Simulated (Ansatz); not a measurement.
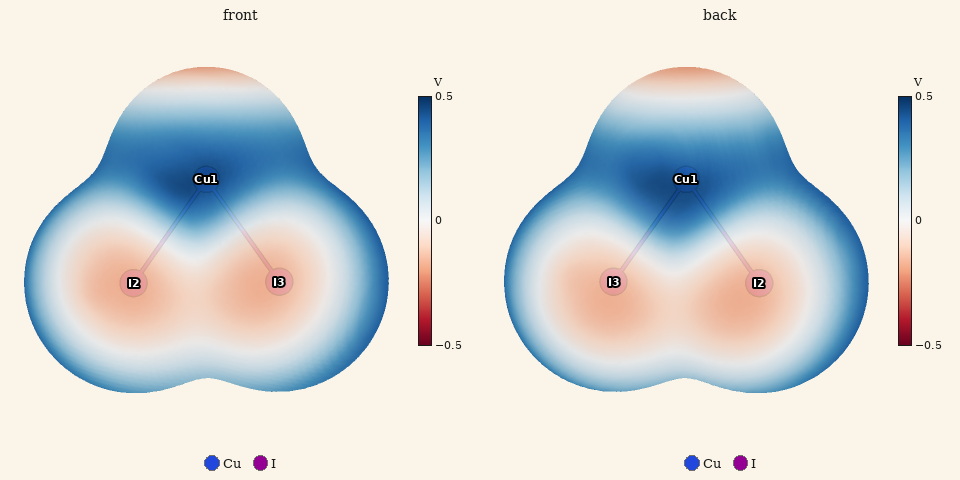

Figure 1: CuI₂ (quartet). The electrostatic potential painted on the density surface at 0.001 e/bohr³, seen from the front and from behind; red is negative and blue positive.

Geometry: PBE-D4/def2-TZVP; core potentials replace the inner electrons of I.

Theory: UKS PBE0-D4/def2-TZVP (Ansatz).

```tsv
atom	x (Å)	y (Å)	z (Å)
Cu	1.3932	0.1902	0.4515
I	-1.1178	-0.4941	1.2419
I	-0.2754	0.3039	-1.6934
```

Describe the electrostatic potential map.

Answer. The most negative region (about −0.2 V) lies over I2 and I3, the most positive (about +0.5 V) over Cu1.
